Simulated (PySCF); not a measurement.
**C6H8AlF: density, localisation and related maps**

```yaml
atoms:
  - { symbol: C, position_ang: [-2.0953, 1.2100, 0.0247] }
  - { symbol: C, position_ang: [-2.1426, -0.0881, 0.2823] }
  - { symbol: C, position_ang: [-2.0257, -1.1611, -0.7405] }
  - { symbol: Al, position_ang: [-0.0787, -1.6528, -0.8724] }
  - { symbol: F, position_ang: [0.3179, -3.0775, -1.6151] }
  - { symbol: C, position_ang: [1.3320, -0.5306, -0.1839] }
  - { symbol: C, position_ang: [2.2189, 0.1863, 0.2303] }
  - { symbol: C, position_ang: [3.2702, 1.0442, 0.7307] }
  - { symbol: H, position_ang: [-1.9828, 1.5819, -0.9811] }
  - { symbol: H, position_ang: [-2.1730, 1.9490, 0.8032] }
  - { symbol: H, position_ang: [-2.2473, -0.4233, 1.3076] }
  - { symbol: H, position_ang: [-2.6439, -2.0278, -0.4766] }
  - { symbol: H, position_ang: [-2.3798, -0.7971, -1.7133] }
  - { symbol: H, position_ang: [4.0115, 1.2186, -0.0492] }
  - { symbol: H, position_ang: [3.7597, 0.5762, 1.5849] }
  - { symbol: H, position_ang: [2.8513, 2.0010, 1.0427] }
```

Geometry: GFN2-xTB.

All numbers below come from PBE0/def2-SVPD, SCF density, gas phase (PySCF 2.14.0).

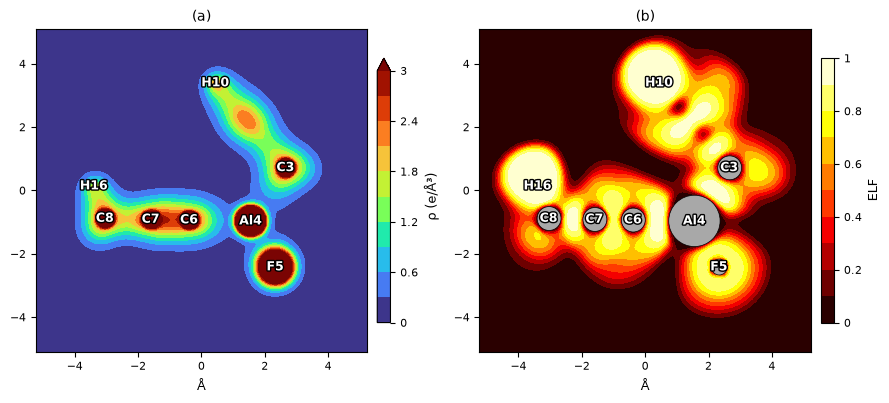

Figure 1. (a) total electron density; (b) ELF on the plane of atoms C3, Al4 and C6. Grey discs cover the atomic cores in the ELF map.

Describe what can be read from this map.

Atoms in the plane: C, Al, F and H.
C–C (1.21 Å): ρ is about 2.7 e/Å³ halfway; the ELF peaks at about 0.85 between the atoms (a short, multiple covalent bond).
Al–F (1.65 Å): ρ at the midpoint is about 0.81 e/Å³; the ELF peaks at about 0.85 in the valence shell of F, 0.6 Å from its nucleus, and is about 0.25 at the midpoint.
C–Al (1.93 Å): ρ at the midpoint is about 0.71 e/Å³; the ELF peaks at about 0.95 between the atoms; a shared but strongly polarised pair.
C–H (1.09 Å): ρ is about 1.9 e/Å³ halfway; the ELF climbs to about 1 towards the hydrogen, as it does in any bond to H (a covalent bond by its length).
C–Al (2.01 Å): ρ at the midpoint is about 0.67 e/Å³; the ELF peaks at about 0.95 between the atoms; a polar covalent bond.
The ELF also peaks beside F5, away from the bonds: lone-pair regions.

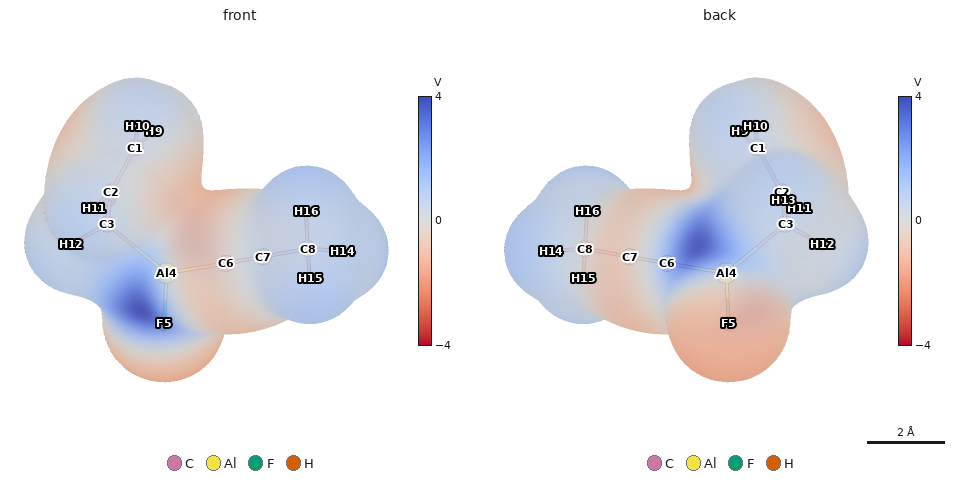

Figure 2. The molecular electrostatic potential painted on the density surface at 0.002 e/bohr³, seen from the front and from behind; the colour scale runs from red (negative) to blue (positive).

Describe the electrostatic potential map.

The most negative region (about −1.5 V) lies over F5, the most positive (about +3.6 V) over Al4.
